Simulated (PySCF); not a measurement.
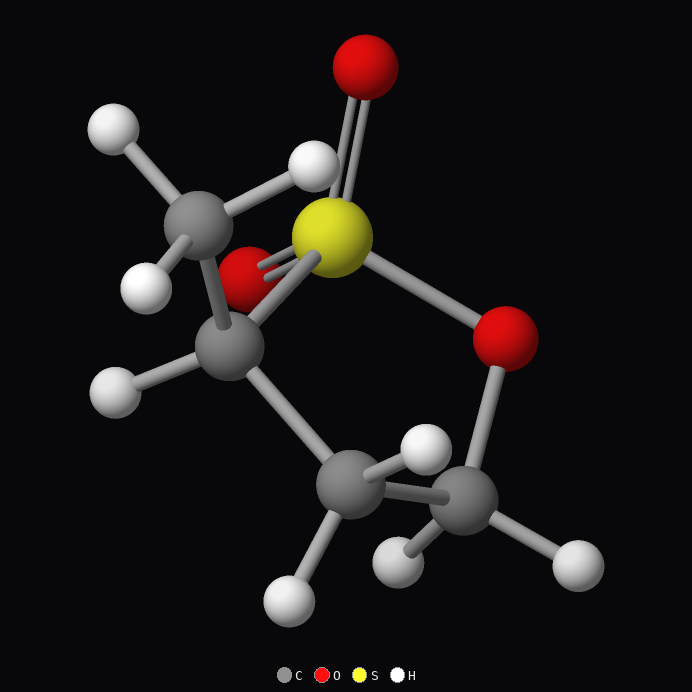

Ball-and-stick drawing of a structure.

The computed structure is the end point of a GFN2-xTB optimisation. No frequency run is at hand to confirm it as a minimum.

Describe the molecule.

Formula C4H8O3S. SMILES: `C[C@@H]1CCOS1(=O)=O`. Independent rings (smallest set): 1 of 5 members. The point group is C1. Coordination: 4 C tetrahedral; 1 O bent; 1 S tetrahedral.

More results for the same structure follow; atom numbers are the same in all pictures, views and colours differ.

### NMR shielding

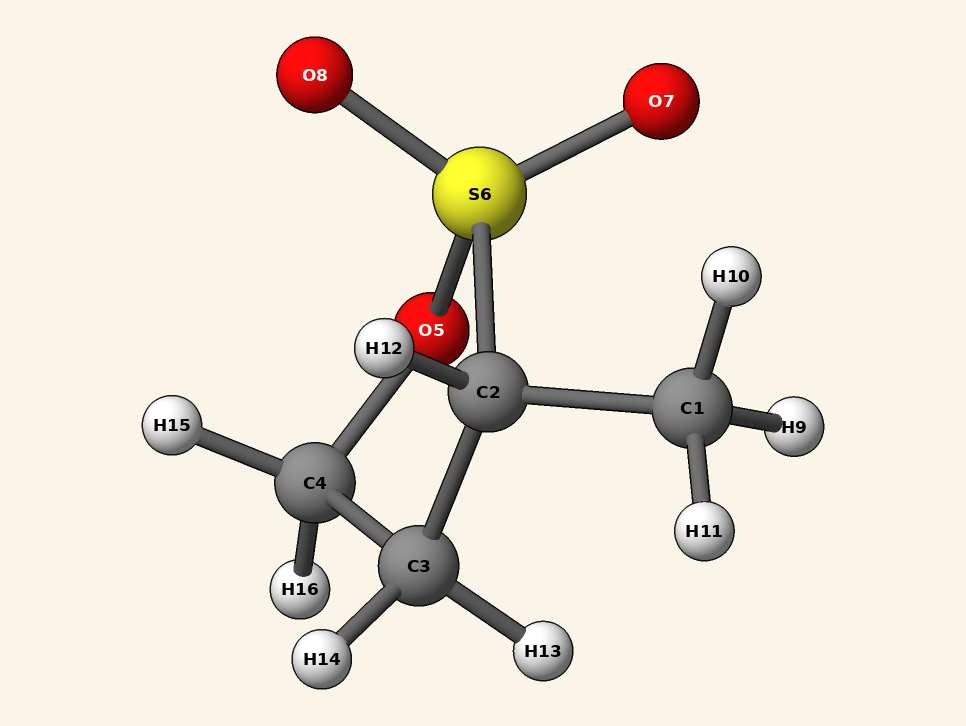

The questions are on isotropic NMR shieldings of the H atoms. No frequency run is at hand to confirm it as a minimum. Properties computed with GIAO PBE0/pcSseg-1 NMR shielding, non-relativistic, gas phase (PySCF 2.14.0).

List the isotropic NMR shieldings of the H atoms.

```tsv
atom	σ (ppm)
H9	30.58
H10	30.06
H11	30.37
H12	28.81
H13	29.94
H14	29.40
H15	27.74
H16	27.51
```

### Bond orders

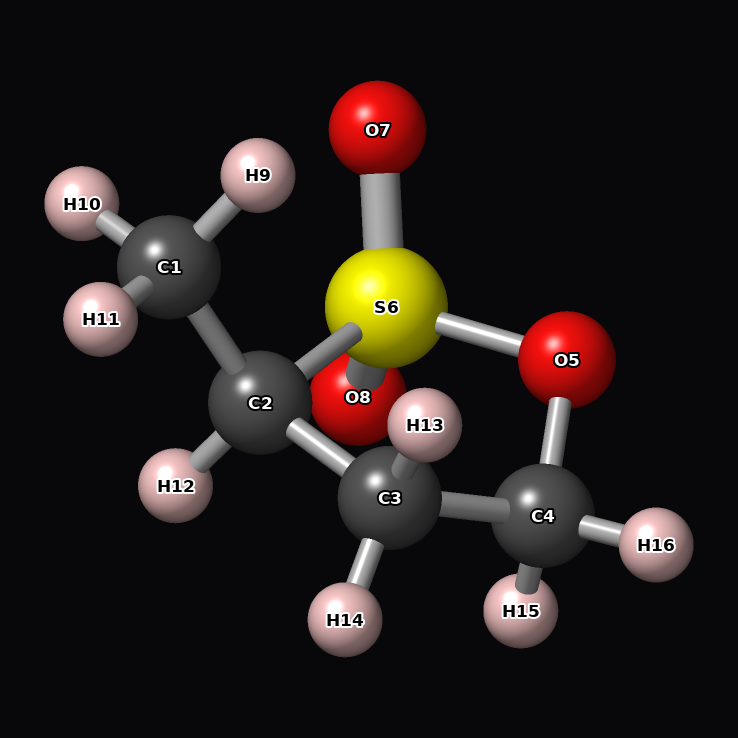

The thickness of each stick grows with its Mayer bond order. No frequency run is at hand to confirm it as a minimum. Level of theory: PBE0/pcSseg-1 (PySCF 2.14.0).

List the Mayer bond orders of C1–C2, C2–C3, C2–S6, C3–C4, C4–O5, O5–S6, S6–O7, S6–O8 (bonds between heavy atoms, one of each equivalent set).

```
 bond  Mayer order  length (Å)
C1–C2         1.02       1.510
C2–C3         0.96       1.520
C2–S6         0.86       1.842
C3–C4         1.04       1.535
C4–O5         0.88       1.408
O5–S6         0.90       1.626
S6–O7         1.82       1.424
S6–O8         1.76       1.430
```

### Electronic properties

No frequency run is at hand to confirm it as a minimum. Method: PBE0/pcSseg-1, gas phase (PySCF 2.14.0).

**Give the dipole moment at this level.**

5.64 D.

**Estimate the HOMO energy (Kohn–Sham orbital).**

−8.62 eV.

**Give the HOMO–LUMO gap at this level.**

9.53 eV.

### Charges

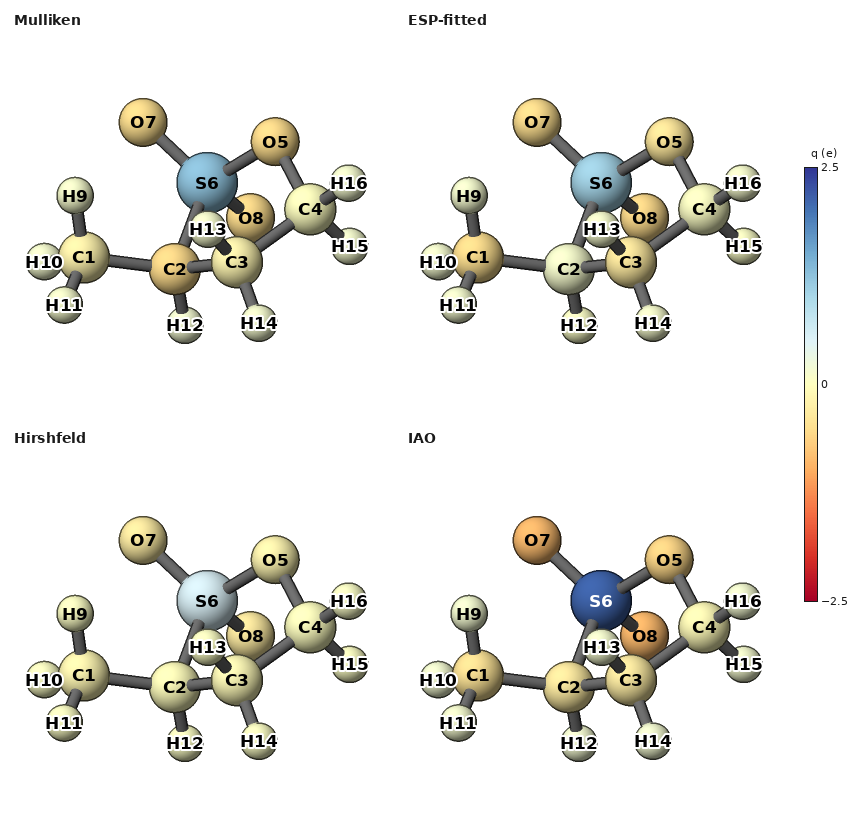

Atomic charges of one calculation by 4 schemes, on one colour scale. No frequency run is at hand to confirm it as a minimum. Computed with PBE0/pcSseg-1 (PySCF 2.14.0).

**Which scheme gives the most polar picture (largest mean size of the charges)?**

The IAO charges are the largest in size here, and the Hirshfeld charges the smallest.

**On which atom do the schemes disagree most?**

On S6 (from 0.55 to 2.11 e).

List the charges (e), one line for each set of equivalent atoms.

| atom | Mulliken | ESP-fitted | Hirshfeld | IAO |
| --- | --- | --- | --- | --- |
| C1 | −0.19 | −0.51 | −0.12 | −0.42 |
| C2 | −0.54 | 0.13 | −0.03 | −0.30 |
| C3 | −0.15 | −0.32 | −0.07 | −0.28 |
| C4 | 0.01 | 0.04 | 0.00 | −0.07 |
| O5 | −0.51 | −0.35 | −0.14 | −0.58 |
| S6 | 1.24 | 1.07 | 0.55 | 2.11 |
| O7 | −0.49 | −0.49 | −0.29 | −0.85 |
| O8 | −0.52 | −0.53 | −0.31 | −0.87 |
| H9 | 0.13 | 0.15 | 0.04 | 0.16 |
| H10 | 0.14 | 0.14 | 0.05 | 0.16 |
| H11 | 0.13 | 0.15 | 0.05 | 0.15 |
| H12 | 0.18 | 0.07 | 0.05 | 0.17 |
| H13 | 0.14 | 0.13 | 0.05 | 0.15 |
| H14 | 0.15 | 0.12 | 0.06 | 0.16 |
| H15 | 0.14 | 0.07 | 0.04 | 0.14 |
| H16 | 0.15 | 0.12 | 0.06 | 0.17 |

Mulliken values depend strongly on the basis set and can even reverse the polarity of a bond.
